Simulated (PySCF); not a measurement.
# RbCl (charge +1, doublet): what the fields show

```xyz
2

Rb    0.0000    0.0000   -1.0212
Cl    0.0000    0.0000    2.4798
```

Core potentials replace the inner electrons of Rb.

These are results of PySCF, PBE0/def2-SVPD, non-relativistic Hamiltonian with scalar-relativistic core potentials where named, at a bond length of 3.501 Å, not measurements.

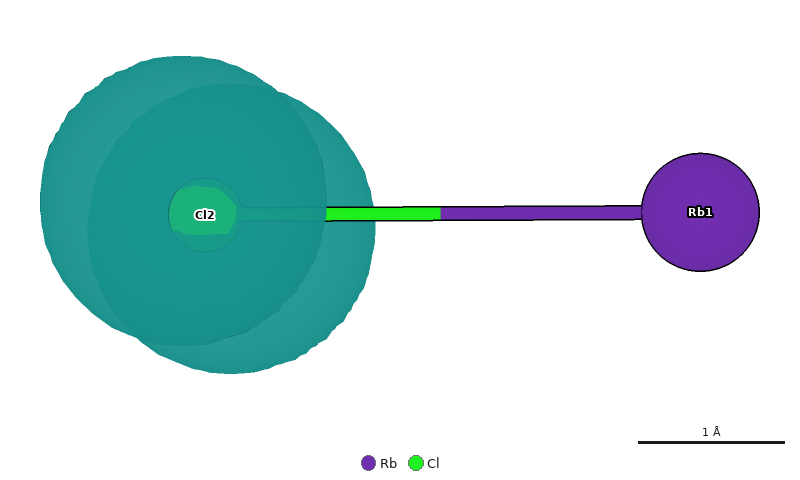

Figure 1. Isosurface of the spin density at +0.03 e/Å³ (teal), seen from one side.

Which atoms carry the spin?

Answer. The unpaired spin (1 electron) lies mostly on Cl2 (about 1.0), in electrons by Hirshfeld's partition.

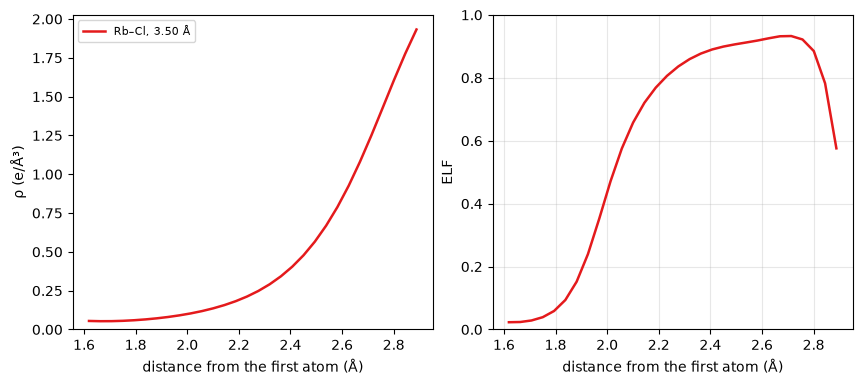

Figure 2. Electron density and electron localisation function along straight lines between neighbouring atoms. The curves leave out the atomic cores.

What kind of bonding do the profiles show?

Answer. Rb–Cl (3.50 Å): ρ is about 0.06 e/Å³ halfway; the ELF is about 0.05 at the midpoint (an ionic contact with no shared pair).
